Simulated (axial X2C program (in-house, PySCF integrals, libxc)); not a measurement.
# TeNa: bond curves with and without spin–orbit coupling

Aim: find the lowest determinant of TeNa, scan the bond at several levels and fit the constants, once spin-free and once with spin–orbit coupling.

The runs use an in-house X2C program for linear molecules on PySCF integrals; all-electron X2C, Te dyall-cv3z, Na dyall-cv3z.

All values are calculated.

### Step 1. Set-up

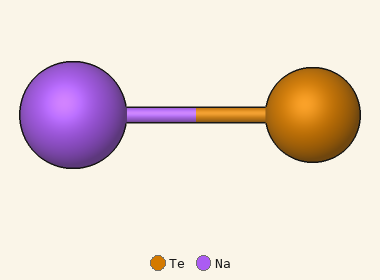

The two atoms at 2.880 Å (tellurium orange, sodium purple).

Input file task.json:

```json
{
 "zs": [
  52,
  11
 ],
 "q": 0,
 "bas": [
  "dyall-cv3z",
  "dyall-cv3z"
 ],
 "levels": [
  "PBE0",
  "HF",
  "PBE50"
 ],
 "cc": true,
 "r0": 2.88,
 "thr": -1.0,
 "nmax": 90,
 "npts": 10,
 "nst": 2,
 "ntry": 6
}
```

Keys: zs atomic numbers; q charge; bas basis sets; levels methods (HF also brings MP2); cc coupled cluster on or off; r0 starting distance in Å; thr threshold in hartree for freezing inner shells (an s shell follows its p shell); nmax most natural virtual spinors; npts points asked for on the curve; nst determinants followed; ntry starts of the search.

Command:

```sh
$ python so2c.py task.json out
```

Spin-free means the one-electron spin-free X2C Hamiltonian; two-component (2c) means X2C with spin–orbit coupling and atomic mean-field two-electron Coulomb and Gaunt terms. Basis: Te dyall-cv3z contracted to [11s12p8d4f1g], Na dyall-cv3z contracted to [9s8p5d2f]; Gaussian nuclei, density fitting. Masses: Te 129.906 u, Na 22.990 u.

Notation: σ, π±, δ± give the projection m of an orbital's angular momentum (0, ±1, ±2), α and β its spin, Λ and M_S the sums; ω is the projection of a spinor's total angular momentum and Ω the sum. Logs are in hartree.

The results follow Hamiltonian by Hamiltonian and level by level.

### Step 2. Which state to follow

Determinants are compared with PBE0 at 2.880 Å.

Spin-free determinants:

| ΔE (eV) | state | open shells |
| --- | --- | --- |
| 0.00 | M_S = 1/2, Λ = 1 | beyond closed shells: π+α, π+β, π-α |
| 0.65 | M_S = 1/2, Λ = 0 | beyond closed shells: σα |
| 2.30 | M_S = 3/2, Λ = 0 | beyond closed shells: σα, π+α, π-α |
| 2.35 | M_S = 1/2, Λ = 0 | beyond closed shells: σβ, π+α, π-α |
| 2.73 | M_S = 3/2, Λ = 1 | beyond closed shells: 2 × σα, π+α, π+β, π-α |
| 3.27 | M_S = 1/2, Λ = 0 | beyond closed shells: σα, π+β, π-α |

Two-component determinants:

| ΔE (eV) | state | open shells |
| --- | --- | --- |
| 0.00 | Ω = 3/2 | excess of +ω over −ω: ω = 3/2 |
| 0.33 | Ω = 1/2 | excess of +ω over −ω: ω = 1/2 |
| 2.44 | Ω = 1/2 | excess of +ω over −ω: 2 × ω = -1/2, ω = 3/2 |
| 2.61 | Ω = 5/2 | excess of +ω over −ω: 2 × ω = 1/2, ω = 3/2 |
| 2.99 | Ω = 1/2 | excess of +ω over −ω: ω = 1/2 |
| 3.56 | Ω = 3/2 | excess of +ω over −ω: 3 × ω = 1/2 |
| 3.94 | Ω = 5/2 | excess of +ω over −ω: ω = -1/2, 2 × ω = 3/2 |

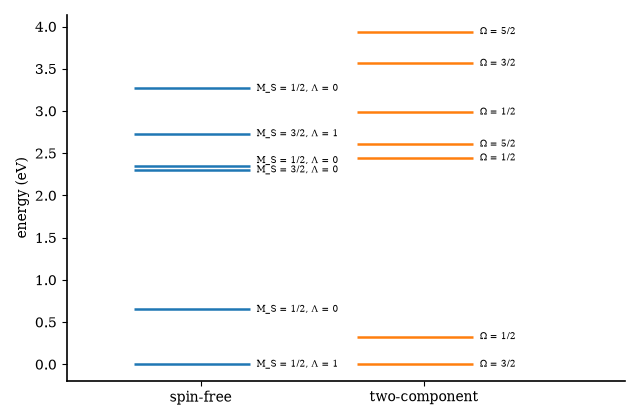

The determinants found, each set from its own lowest.

### Step 3. PBE0, spin-free

State followed: M_S = 1/2, Λ = 1 (beyond closed shells: π+α, π+β, π-α). The scan is laid around 2.808 Å, a first estimate of the minimum, and this SCF restarts from the orbitals of the search.

Output at 2.808 Å:

```text
spin-free X2C-1e  PBE0
basis functions 196  fitting functions 954  grid points 5086
iter        total energy     max residual
   1      -6955.646356746     2.74e+00
   2      -6955.914362002     5.09e-03
   3      -6955.914515241     4.19e-03
   4      -6955.914867179     4.02e-04
   5      -6955.914869432     1.92e-04
   6      -6955.914869846     7.62e-05
   7      -6955.914869943     1.40e-05
   8      -6955.914869945     2.47e-06
   9      -6955.914869946     9.11e-07
converged
one-electron -9768.89922780  Coulomb 2896.93742540  exact exchange -47.21756387  xc functional -144.53086146  nuclear repulsion 107.79535778
```

Along the bond, energies from the lowest point:

| R (Å) | E (eV) | μ (D) | HOMO (eV) | LUMO (eV) | iterations |
| --- | --- | --- | --- | --- | --- |
| 2.443 | 0.3813 | 7.15 | -5.07 | -3.15 | 10 |
| 2.555 | 0.1575 | 7.48 | -4.97 | -3.06 | 9 |
| 2.639 | 0.0614 | 7.73 | -4.91 | -2.99 | 9 |
| 2.724 | 0.0129 | 7.99 | -4.84 | -2.93 | 9 |
| 2.808 | 0.0000 | 8.25 | -4.78 | -2.87 | 9 |
| 2.906 | 0.0210 | 8.55 | -4.72 | -2.81 | 10 |
| 3.005 | 0.0699 | 8.86 | -4.66 | -2.75 | 10 |
| 3.131 | 0.1612 | 9.25 | -4.58 | -2.68 | 11 |
| 3.285 | 0.3014 | 9.73 | -4.50 | -2.60 | 11 |
| 3.510 | 0.5317 | 10.39 | -4.41 | -2.49 | 11 |

Dipoles are positive if Na is the positive end.

Outer orbitals at the reference distance:

| symmetry | occupied | ε (eV) | atomic character |
| --- | --- | --- | --- |
| π+β | yes | -32.78 | 100% Na p |
| π-α | yes | -32.77 | 100% Na p |
| π+α | yes | -32.77 | 100% Na p |
| π-β | yes | -32.77 | 100% Na p |
| σβ | yes | -32.74 | 100% Na p |
| σα | yes | -32.74 | 100% Na p |
| σα | yes | -15.11 | 84% Te s, 7% Na p, 5% Na d |
| σβ | yes | -14.18 | 84% Te s, 7% Na p, 5% Na d |
| σα | yes | -5.73 | 81% Te p, 12% Na s, 4% Na p |
| π-α | yes | -5.60 | 92% Te p, 4% Na d, 4% Na p |
| π+α | yes | -5.60 | 92% Te p, 4% Na d, 4% Na p |
| σβ | yes | -5.44 | 80% Te p, 14% Na s, 4% Na p |
| π+β | yes | -4.78 | 90% Te p, 5% Na p, 4% Na d |
| π-β | no | -2.87 | 87% Te p, 8% Na p, 5% Na d |
| σβ | no | -1.76 | 67% Na s, 25% Na p, 6% Te p |
| σα | no | -1.74 | 70% Na s, 23% Na p, 5% Te p |
| π+α | no | -0.09 | 94% Na p, 3% Te p, 2% Na d |

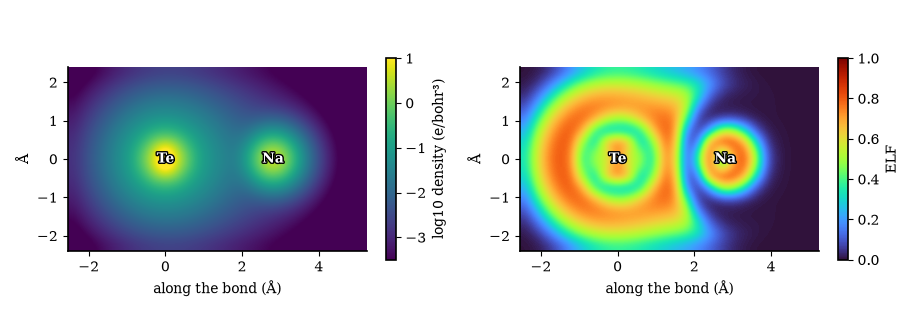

PBE0 fields in a plane through the axis, from a grid of 0.3 Å; Te lies at z = 0 and Na at z = 2.808 Å; the ELF is damped to zero where the density is low.

Re = 2.799 Å, ωe = 238.0 cm⁻¹, ωexe = 0.869 cm⁻¹, Be = 0.1101 cm⁻¹, De = 2.11 eV, μ = 8.22 D.

### Step 4. HF, spin-free

Output at 2.808 Å:

```text
spin-free X2C-1e  HF
basis functions 196  fitting functions 954  grid points 5086
iter        total energy     max residual
   1      -6953.036700110     2.12e-01
   2      -6953.057276104     4.67e-03
   3      -6953.057828828     1.37e-03
   4      -6953.057908518     6.70e-04
   5      -6953.057932044     2.47e-04
   6      -6953.057940439     1.24e-04
   7      -6953.057941984     4.89e-05
   8      -6953.057942137     1.76e-05
   9      -6953.057942149     6.07e-06
  10      -6953.057942152     1.91e-06
  11      -6953.057942152     5.59e-07
converged
one-electron -9768.24711287  Coulomb 2896.35406198  exact exchange -188.96024905  xc functional 0.00000000  nuclear repulsion 107.79535778
```

Re = 2.842 Å, ωe = 235.1 cm⁻¹, ωexe = 0.765 cm⁻¹, Be = 0.1068 cm⁻¹, De = 1.15 eV, μ = 9.28 D.

### Step 5. PBE50, spin-free

Output at 2.808 Å:

```text
spin-free X2C-1e  PBE50
basis functions 196  fitting functions 954  grid points 5086
iter        total energy     max residual
   1      -6956.010819544     7.32e-02
   2      -6956.013871262     1.51e-03
   3      -6956.013924836     9.66e-04
   4      -6956.013943295     2.02e-04
   5      -6956.013944724     5.59e-05
   6      -6956.013944923     2.25e-05
   7      -6956.013944971     1.30e-05
   8      -6956.013944979     4.41e-06
   9      -6956.013944981     2.12e-06
  10      -6956.013944982     7.30e-07
converged
one-electron -9769.36985773  Coulomb 2897.45094735  exact exchange -94.46285259  xc functional -97.42753980  nuclear repulsion 107.79535778
```

Re = 2.790 Å, ωe = 243.6 cm⁻¹, ωexe = 0.837 cm⁻¹, Be = 0.1109 cm⁻¹, De = 2.09 eV, μ = 8.67 D.

### Step 6. MP2 and beyond, spin-free

Correlated methods: 7 electrons correlated (frozen shells, counted by type: Te 4 s, 3 p, 2 d; Na 2 s, 1 p), 269 virtual spinors in MP2, 78 natural virtuals in coupled cluster.

Output of the correlated part at 2.808 Å:

```text
correlated 7  virtual 269  natural virtual 78  E(MP2) -0.119647932  MP2 remainder -0.001972786
iter   CCSD correlation   residual
   1     -0.130941004   8.59e-02
   2     -0.134904992   2.87e-02
   3     -0.135136834   7.73e-03
   4     -0.135166662   3.23e-03
   5     -0.135163710   1.35e-03
   6     -0.135164094   4.09e-04
   7     -0.135165279   1.24e-04
   8     -0.135164596   4.50e-05
   9     -0.135164622   1.43e-05
  10     -0.135164700   4.15e-06
  11     -0.135164745   1.32e-06
  12     -0.135164748   4.41e-07
(T) -0.005440678  T1 0.0110  D1 0.0179  max T2 0.053
```

T1 in the output is the amplitude norm over the root of the electron number; divide by √2 for the Lee–Taylor value.

MP2: Re = 2.842 Å, ωe = 233.4 cm⁻¹, Be = 0.1069 cm⁻¹, De = 2.02 eV.

CCSD: Re = 2.840 Å, ωe = 233.6 cm⁻¹, ωexe = 0.767 cm⁻¹, Be = 0.107 cm⁻¹, De = 2.03 eV. T1 at Re = 0.008 (Lee–Taylor, the printed value over √2).

CCSD(T): Re = 2.842 Å, ωe = 232.6 cm⁻¹, ωexe = 0.77 cm⁻¹, Be = 0.1069 cm⁻¹, De = 2.09 eV. T1 at Re = 0.008 (Lee–Taylor, the printed value over √2).

### Step 7. A higher determinant, spin-free

State: M_S = 1/2, Λ = 0 (beyond closed shells: σα).

Output at the reference distance:

```text
spin-free X2C-1e  PBE0
basis functions 196  fitting functions 954  grid points 5086
iter        total energy     max residual
   1      -6955.637363519     2.69e+00
   2      -6955.890956054     5.01e-03
   3      -6955.891097030     3.58e-03
   4      -6955.891376762     2.90e-04
   5      -6955.891378619     1.44e-04
   6      -6955.891379084     1.42e-04
   7      -6955.891379245     1.11e-05
   8      -6955.891379252     5.73e-06
   9      -6955.891379254     1.94e-06
converged
one-electron -9768.78607434  Coulomb 2896.85286252  exact exchange -47.21985416  xc functional -144.53367106  nuclear repulsion 107.79535778
```

| R (Å) | E above the lowest PBE0 point (eV) |
| --- | --- |
| 2.443 | 0.868 |
| 2.555 | 0.714 |
| 2.639 | 0.655 |
| 2.724 | 0.633 |
| 2.808 | 0.639 |
| 2.906 | 0.673 |
| 3.005 | 0.729 |
| 3.131 | 0.820 |
| 3.285 | 0.953 |

Re = 2.744 Å, ωe = 227.0 cm⁻¹, ωexe = 0.89 cm⁻¹, Be = 0.1146 cm⁻¹, μ = 8.78 D. Te = 0.63 eV.

### Step 8. The spin-free curves together

Energy (eV) of the followed determinant, spin-free, from each level's lowest point:

| R (Å) | PBE0 | HF | MP2 | CCSD | CCSD(T) | PBE50 |
| --- | --- | --- | --- | --- | --- | --- |
| 2.443 | 0.381 | 0.483 | 0.475 | n/a | n/a | 0.373 |
| 2.555 | 0.158 | 0.219 | 0.215 | 0.212 | 0.214 | 0.150 |
| 2.639 | 0.061 | 0.098 | 0.096 | 0.095 | 0.096 | 0.056 |
| 2.724 | 0.013 | 0.029 | 0.028 | 0.028 | 0.028 | 0.010 |
| 2.808 | 0.000 | 0.000 | 0.000 | 0.000 | 0.000 | 0.000 |
| 2.906 | 0.021 | 0.005 | 0.005 | 0.006 | 0.005 | 0.025 |
| 3.005 | 0.070 | 0.042 | 0.042 | 0.043 | 0.042 | 0.079 |
| 3.131 | 0.161 | 0.123 | 0.122 | 0.123 | 0.121 | 0.177 |
| 3.285 | 0.301 | 0.255 | 0.252 | n/a | n/a | 0.327 |
| 3.510 | 0.532 | 0.481 | 0.477 | n/a | n/a | 0.571 |

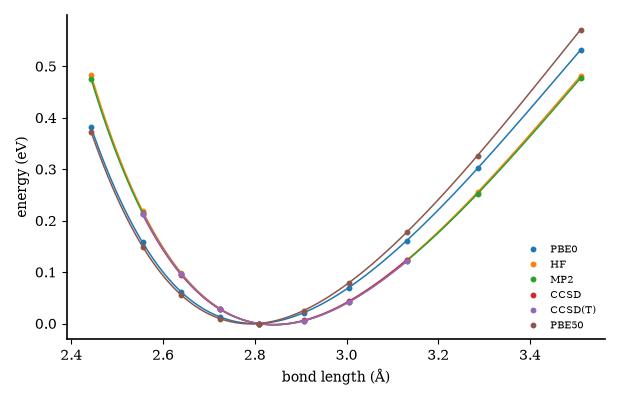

Curves of the followed state, spin-free, each from its own lowest point.

### Step 9. PBE0, 2c

State followed: Ω = 3/2 (excess of +ω over −ω: ω = 3/2). The scan is laid around 2.808 Å, a first estimate of the minimum, and this SCF restarts from the orbitals of the search.

Output at 2.808 Å:

```text
two-component X2C + atomic mean field  PBE0
basis functions 196  fitting functions 954  grid points 5086
iter        total energy     max residual
   1      -6952.785906063     2.75e+00
   2      -6953.054777022     5.10e-03
   3      -6953.054927404     4.20e-03
   4      -6953.055285196     4.07e-04
   5      -6953.055287514     1.98e-04
   6      -6953.055287945     7.78e-05
   7      -6953.055288048     1.41e-05
   8      -6953.055288051     2.80e-06
   9      -6953.055288052     1.25e-06
converged
one-electron -9760.60549522  Coulomb 2895.45811153  exact exchange -47.19045911  xc functional -144.45322586  nuclear repulsion 107.79535778  atomic mean-field constant -4.05957717
```

Along the bond, energies from the lowest point:

| R (Å) | E (eV) | μ (D) | HOMO (eV) | LUMO (eV) | iterations |
| --- | --- | --- | --- | --- | --- |
| 2.443 | 0.3860 | 7.09 | -5.15 | -2.94 | 10 |
| 2.555 | 0.1612 | 7.41 | -5.06 | -2.84 | 9 |
| 2.639 | 0.0640 | 7.65 | -5.00 | -2.78 | 9 |
| 2.724 | 0.0143 | 7.90 | -4.94 | -2.72 | 9 |
| 2.808 | 0.0000 | 8.14 | -4.89 | -2.66 | 9 |
| 2.906 | 0.0192 | 8.43 | -4.82 | -2.60 | 10 |
| 3.005 | 0.0661 | 8.72 | -4.77 | -2.54 | 10 |
| 3.131 | 0.1549 | 9.09 | -4.70 | -2.47 | 11 |
| 3.285 | 0.2916 | 9.53 | -4.62 | -2.40 | 11 |
| 3.510 | 0.5164 | 10.12 | -4.52 | -2.31 | 12 |

Dipoles are positive if Na is the positive end.

Outer spinors at the reference distance:

```
   ω  occupied  ε (eV)             atomic character     λ mixture
 1/2       yes  -32.83                    100% Na p  76% π, 24% σ
-1/2       yes  -32.83                    100% Na p  75% π, 25% σ
 3/2       yes  -32.68                    100% Na p        100% π
-3/2       yes  -32.68                    100% Na p        100% π
-1/2       yes  -32.66                    100% Na p  75% σ, 25% π
 1/2       yes  -32.66                    100% Na p  76% σ, 24% π
 1/2       yes  -15.07   84% Te s, 7% Na p, 5% Na d        100% σ
-1/2       yes  -14.17   84% Te s, 7% Na p, 5% Na d        100% σ
-1/2       yes   -6.02   90% Te p, 4% Na p, 3% Na d  76% π, 24% σ
 1/2       yes   -5.85  84% Te p, 10% Na s, 4% Na p  86% σ, 14% π
 3/2       yes   -5.33   91% Te p, 5% Na p, 4% Na d        100% π
-1/2       yes   -5.24  81% Te p, 12% Na s, 4% Na p  76% σ, 24% π
 1/2       yes   -4.89   88% Te p, 5% Na p, 4% Na d  86% π, 14% σ
-3/2        no   -2.66   86% Te p, 9% Na p, 5% Na d        100% π
-1/2        no   -1.74  67% Na s, 25% Na p, 7% Te p        100% σ
 1/2        no   -1.74  69% Na s, 23% Na p, 6% Te p        100% σ
-1/2        no   -0.11   94% Na p, 3% Te p, 2% Na d        100% π
```

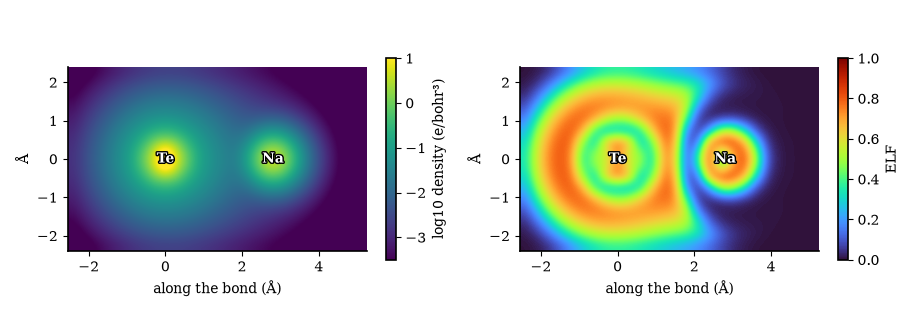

PBE0 fields in a plane through the axis, from a grid of 0.3 Å; Te lies at z = 0 and Na at z = 2.808 Å; the ELF is damped to zero where the density is low.

Re = 2.803 Å, ωe = 235.9 cm⁻¹, ωexe = 0.878 cm⁻¹, Be = 0.1098 cm⁻¹, De = 2.07 eV, μ = 8.13 D.

### Step 10. HF, 2c

Output at 2.808 Å:

```text
two-component X2C + atomic mean field  HF
basis functions 196  fitting functions 954  grid points 5086
iter        total energy     max residual
   1      -6950.173439519     2.28e-01
   2      -6950.193986553     4.58e-03
   3      -6950.194541285     1.41e-03
   4      -6950.194622170     6.70e-04
   5      -6950.194646247     2.43e-04
   6      -6950.194654851     1.12e-04
   7      -6950.194656407     4.11e-05
   8      -6950.194656557     1.36e-05
   9      -6950.194656573     5.81e-06
  10      -6950.194656579     3.38e-06
  11      -6950.194656581     1.10e-06
converged
one-electron -9759.96403099  Coulomb 2894.88524500  exact exchange -188.85165120  xc functional 0.00000000  nuclear repulsion 107.79535778  atomic mean-field constant -4.05957717
```

Re = 2.845 Å, ωe = 233.7 cm⁻¹, ωexe = 0.763 cm⁻¹, Be = 0.1066 cm⁻¹, De = 1.11 eV, μ = 9.23 D.

### Step 11. PBE50, 2c

The SCF at the reference distance of 2.808 Å:

```text
two-component X2C + atomic mean field  PBE50
basis functions 196  fitting functions 954  grid points 5086
iter        total energy     max residual
   1      -6953.149900632     7.70e-02
   2      -6953.152958289     1.51e-03
   3      -6953.153014361     9.79e-04
   4      -6953.153033575     2.08e-04
   5      -6953.153035221     5.77e-05
   6      -6953.153035465     2.29e-05
   7      -6953.153035526     1.31e-05
   8      -6953.153035534     4.06e-06
   9      -6953.153035537     2.05e-06
  10      -6953.153035537     8.29e-07
converged
one-electron -9761.08300410  Coulomb 2895.97856127  exact exchange -94.40866961  xc functional -97.37570371  nuclear repulsion 107.79535778  atomic mean-field constant -4.05957717
```

Re = 2.793 Å, ωe = 242.0 cm⁻¹, ωexe = 0.84 cm⁻¹, Be = 0.1106 cm⁻¹, De = 2.04 eV, μ = 8.61 D.

### Step 12. Correlated methods, 2c

Correlated methods: 7 electrons correlated (frozen shells, counted by type: Te 4 s, 3 p, 2 d; Na 2 s, 1 p), 269 virtual spinors in MP2, 78 natural virtuals in coupled cluster.

Output of the correlated part at 2.808 Å:

```text
correlated 7  virtual 269  natural virtual 78  E(MP2) -0.119108980  MP2 remainder -0.001982008
iter   CCSD correlation   residual
   1     -0.130359441   8.52e-02
   2     -0.134266342   2.81e-02
   3     -0.134485046   7.24e-03
   4     -0.134510194   2.91e-03
   5     -0.134506320   1.16e-03
   6     -0.134506504   3.47e-04
   7     -0.134507568   1.00e-04
   8     -0.134507060   3.55e-05
   9     -0.134507062   1.16e-05
(T) -0.005347170  T1 0.0104  D1 0.0174  max T2 0.051
```

MP2: Re = 2.845 Å, ωe = 232.0 cm⁻¹, Be = 0.1067 cm⁻¹, De = 1.93 eV.

CCSD: Re = 2.843 Å, ωe = 232.2 cm⁻¹, ωexe = 0.771 cm⁻¹, Be = 0.1068 cm⁻¹, De = 1.93 eV. T1 at Re = 0.007 (Lee–Taylor, the printed value over √2).

CCSD(T): Re = 2.845 Å, ωe = 231.3 cm⁻¹, ωexe = 0.774 cm⁻¹, Be = 0.1066 cm⁻¹, De = 1.99 eV. T1 at Re = 0.007 (Lee–Taylor, the printed value over √2).

### Step 13. A higher determinant, 2c

State: Ω = 1/2 (excess of +ω over −ω: ω = 1/2).

Output at the reference distance:

```text
two-component X2C + atomic mean field  PBE0
basis functions 196  fitting functions 954  grid points 5086
iter        total energy     max residual
   1      -6952.776834429     2.74e+00
   2      -6953.042889811     5.10e-03
   3      -6953.043045561     4.05e-03
   4      -6953.043369614     3.93e-04
   5      -6953.043371818     1.74e-04
   6      -6953.043372324     6.64e-05
   7      -6953.043372475     2.74e-05
   8      -6953.043372547     2.26e-05
   9      -6953.043372616     1.36e-05
  10      -6953.043372653     3.36e-06
  11      -6953.043372655     9.07e-07
  12      -6953.043372656     2.29e-07
converged
one-electron -9760.46564745  Coulomb 2895.32495478  exact exchange -47.18965400  xc functional -144.44880660  nuclear repulsion 107.79535778  atomic mean-field constant -4.05957717
```

| R (Å) | E above the lowest PBE0 point (eV) |
| --- | --- |
| 2.443 | 0.672 |
| 2.555 | 0.465 |
| 2.639 | 0.377 |
| 2.724 | 0.334 |
| 2.808 | 0.324 |
| 2.906 | 0.348 |
| 3.005 | 0.398 |
| 3.131 | 0.489 |
| 3.285 | 0.628 |

Re = 2.790 Å, ωe = 235.6 cm⁻¹, ωexe = 0.888 cm⁻¹, Be = 0.1109 cm⁻¹, μ = 8.33 D. Te = 0.32 eV.

### Step 14. The 2c curves together

Energy (eV) of the followed determinant, 2c, from each level's lowest point:

| R (Å) | PBE0 | HF | MP2 | CCSD | CCSD(T) | PBE50 |
| --- | --- | --- | --- | --- | --- | --- |
| 2.443 | 0.386 | 0.486 | 0.478 | n/a | n/a | 0.376 |
| 2.555 | 0.161 | 0.221 | 0.217 | 0.215 | 0.216 | 0.153 |
| 2.639 | 0.064 | 0.100 | 0.098 | 0.097 | 0.098 | 0.058 |
| 2.724 | 0.014 | 0.030 | 0.029 | 0.029 | 0.029 | 0.011 |
| 2.808 | 0.000 | 0.000 | 0.000 | 0.000 | 0.000 | 0.000 |
| 2.906 | 0.019 | 0.004 | 0.004 | 0.005 | 0.004 | 0.024 |
| 3.005 | 0.066 | 0.040 | 0.040 | 0.041 | 0.039 | 0.076 |
| 3.131 | 0.155 | 0.119 | 0.118 | 0.119 | 0.116 | 0.172 |
| 3.285 | 0.292 | 0.249 | 0.246 | n/a | n/a | 0.319 |
| 3.510 | 0.516 | 0.472 | 0.468 | n/a | n/a | 0.559 |

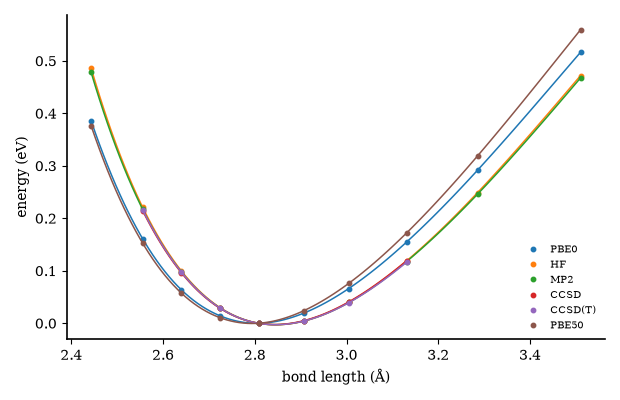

Curves of the followed state, 2c, each from its own lowest point.

Time for the job: 74 s (1 thread of Intel Xeon 6975P-C (Granite Rapids), shared host).

### Step 15. What came out

Lowest determinant that the search found at its distance, spin-free: M_S = 1/2, Λ = 1 (beyond closed shells: π+α, π+β, π-α).

Lowest determinant that the search found at its distance, 2c: Ω = 3/2 (excess of +ω over −ω: ω = 3/2).

| Hamiltonian | level | Re (Å) | ωe (cm⁻¹) | De (eV) | μ (D) |
| --- | --- | --- | --- | --- | --- |
| spin-free | PBE0 | 2.799 | 238.0 | 2.11 | 8.22 |
| spin-free | HF | 2.842 | 235.1 | 1.15 | 9.28 |
| spin-free | MP2 | 2.842 | 233.4 | 2.02 | n/a |
| spin-free | CCSD | 2.840 | 233.6 | 2.03 | n/a |
| spin-free | CCSD(T) | 2.842 | 232.6 | 2.09 | n/a |
| spin-free | PBE50 | 2.790 | 243.6 | 2.09 | 8.67 |
| 2c | PBE0 | 2.803 | 235.9 | 2.07 | 8.13 |
| 2c | HF | 2.845 | 233.7 | 1.11 | 9.23 |
| 2c | MP2 | 2.845 | 232.0 | 1.93 | n/a |
| 2c | CCSD | 2.843 | 232.2 | 1.93 | n/a |
| 2c | CCSD(T) | 2.845 | 231.3 | 1.99 | n/a |
| 2c | PBE50 | 2.793 | 242.0 | 2.04 | 8.61 |

Dipoles are positive if Na is the positive end.

Time per point (s) on 1 thread of Intel Xeon 6975P-C (Granite Rapids), shared host (2c runs; CCSD comes with the CCSD(T) run); the times are rough: PBE0 0.55, HF 0.39, MP2 0.47, CCSD(T) 1.5, PBE50 0.57.

At CCSD(T), going from spin-free to two-component changes Re by +3 mÅ, ωe by -0.6 %, which is small (part of it comes from the scalar share of the two-electron terms). De moves by -0.10 eV; both De rest on single-determinant atoms, which can miss part of an open shell's spin–orbit lowering.

De refers to Te + Na, each in the lowest determinant found, which need not be this curve's own limit. Each curve is one determinant whose occupation by symmetry is held fixed; it was picked as the lowest of a PBE0 search that is not exhaustive. Dissociation energies refer to the lowest single-determinant-based atoms at the same level and basis. Density functionals use the spin component along the axis (collinear). Coupled cluster ran in a truncated set of natural virtual spinors; the MP2 energy of the rest was added. With the outer-core shells frozen, correlated bond lengths of heavy atoms tend to come out a few hundredths of an ångström too long.
